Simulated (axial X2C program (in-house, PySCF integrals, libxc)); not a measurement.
# Linear FSbF at several levels

Aim: the two bond lengths and stretching wavenumbers of linear FSbF, with and without spin–orbit coupling, at PBE0, HF, TPSSh, MP2.

Method: all-electron X2C, two-component (2c) or spin-free, F dyall-av3z, Sb dyall-v3z; program: an in-house X2C program for linear molecules on PySCF integrals.

All values are calculated.

2 further runs of the same task are left out: 2 set aside as unsound or not needed.

### 1 Input

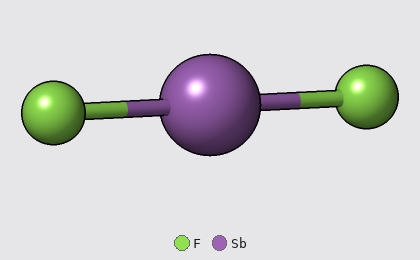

The atoms on one line, bonds 2.040 and 2.040 Å (fluorine green, antimony purple).

Input file task.json:

```json
{"zs": [9, 51, 9], "q": 0, "bas": ["dyall-av3z", "dyall-v3z", "dyall-av3z"], "r0": [2.04, 2.04], "symm": 1, "scan": ["PBE0", "HF", "TPSSh"], "levels": ["PBE0", "HF", "BHandHLYP"], "nst": 2}
```

Keys: zs atomic numbers; q charge; bas basis sets; r0 starting distance in Å; symm equal bonds; scan levels of the two-bond scan (MP2 follows by itself at each HF point); levels methods; nst determinants followed.

Run with:

```sh
$ python solin.py task.json out
```

Masses F 18.998, Sb 120.904, F 18.998 u.

### 2 Scan at PBE0, 2c

State: Ω = 1/2 (beyond evenly filled blocks: ω = 1/2). Energies above the lowest point, from the job's result record:

| r(F–Sb) (Å) | r(Sb–F) (Å) | E (meV) |
| --- | --- | --- |
| 1.9539 | 1.9539 | 53.29 |
| 1.9539 | 2.0040 | 23.32 |
| 1.9539 | 2.0541 | 35.92 |
| 2.0040 | 1.9539 | 23.32 |
| 2.0040 | 2.0040 | 0.00 |
| 2.0040 | 2.0541 | 18.92 |
| 2.0040 | 2.1042 | 70.82 |
| 2.0541 | 1.9539 | 35.92 |
| 2.0541 | 2.0040 | 18.92 |
| 2.0541 | 2.0541 | 43.81 |
| 2.1042 | 2.0040 | 70.82 |
| 2.1042 | 2.1042 | 164.26 |

A quadratic surface with cubic terms in each bond gives the minimum at 2.005 and 2.005 Å, force constants 2.67, 2.67 and coupling 0.38 mdyn/Å.

### 3 Scan at HF, 2c

State: Ω = 1/2 (beyond evenly filled blocks: ω = 1/2). Energies above the lowest point, from the job's result record:

| r(F–Sb) (Å) | r(Sb–F) (Å) | E (meV) |
| --- | --- | --- |
| 1.9539 | 1.9539 | 22.30 |
| 1.9539 | 2.0040 | 6.94 |
| 1.9539 | 2.0541 | 31.89 |
| 2.0040 | 1.9539 | 6.94 |
| 2.0040 | 2.0040 | 0.00 |
| 2.0040 | 2.0541 | 33.04 |
| 2.0040 | 2.1042 | 96.92 |
| 2.0541 | 1.9539 | 31.89 |
| 2.0541 | 2.0040 | 33.04 |
| 2.0541 | 2.0541 | 73.86 |
| 2.1042 | 2.0040 | 96.92 |
| 2.1042 | 2.1042 | 223.71 |

A quadratic surface with cubic terms in each bond gives the minimum at 1.989 and 1.989 Å, force constants 2.71, 2.71 and coupling 0.50 mdyn/Å.

### 4 Scan at TPSSh, 2c

State: Ω = 1/2 (beyond evenly filled blocks: ω = 1/2). Energies above the lowest point, from the job's result record:

| r(F–Sb) (Å) | r(Sb–F) (Å) | E (meV) |
| --- | --- | --- |
| 1.9539 | 1.9539 | 71.28 |
| 1.9539 | 2.0040 | 32.45 |
| 1.9539 | 2.0541 | 36.95 |
| 2.0040 | 1.9539 | 32.45 |
| 2.0040 | 2.0040 | 0.00 |
| 2.0040 | 2.0541 | 10.53 |
| 2.0040 | 2.1042 | 54.66 |
| 2.0541 | 1.9539 | 36.95 |
| 2.0541 | 2.0040 | 10.53 |
| 2.0541 | 2.0541 | 26.78 |
| 2.1042 | 2.0040 | 54.66 |
| 2.1042 | 2.1042 | 130.88 |

A quadratic surface with cubic terms in each bond gives the minimum at 2.014 and 2.014 Å, force constants 2.61, 2.61 and coupling 0.36 mdyn/Å.

### 5 Comparison

| level | r(F–Sb) (Å) | r(Sb–F) (Å) | lower stretch (cm⁻¹) | upper stretch (cm⁻¹) |
| --- | --- | --- | --- | --- |
| PBE0, 2c | 2.005 | 2.005 | 518.6 | 522.2 |
| HF, 2c | 1.989 | 1.989 | 509.7 | 535.0 |
| TPSSh, 2c | 2.014 | 2.014 | 513.7 | 515.5 |
| MP2, 2c | 2.004 | 2.004 | 528.3 | 529.2 |
| PBE0, spin-free | 2.002 | 2.002 | 519.9 | 523.7 |
| HF, spin-free | 1.986 | 1.986 | 511.5 | 536.6 |
| TPSSh, spin-free | 2.012 | 2.012 | 514.6 | 516.7 |
| MP2, spin-free | 2.001 | 2.001 | 529.8 | 531.0 |

Scans not shown above were run alike.

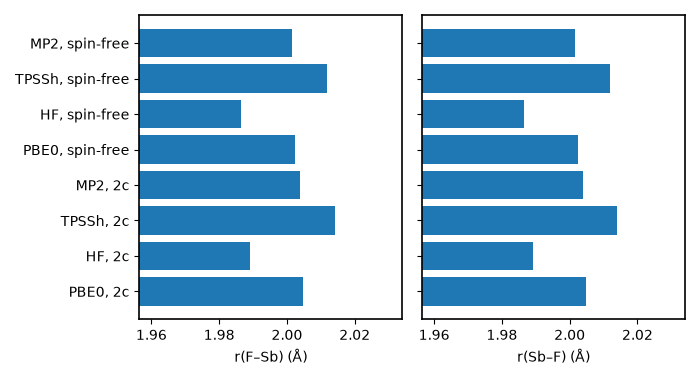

The two bond lengths by level.

**Reading.** Over the levels the F–Sb bond spans 1.986 to 2.014 Å and the Sb–F bond 1.986 to 2.014 Å. At PBE0 going from spin-free to two-component moves the bonds by +0.002 and +0.002 Å. Each state is one determinant, the lowest of a limited PBE0 search; the stretches come from a fit to few points and are good to some per cent at best. The stretches are sorted by size, and where the two bonds are alike the symmetric and antisymmetric modes can swap order between levels. MP2 freezes inner shells (threshold -2 hartree). The molecule was held linear; bending was not examined, so a bent shape may lie lower. Note: functional without a current term on a determinant with orbital currents, of the molecule or an atom.
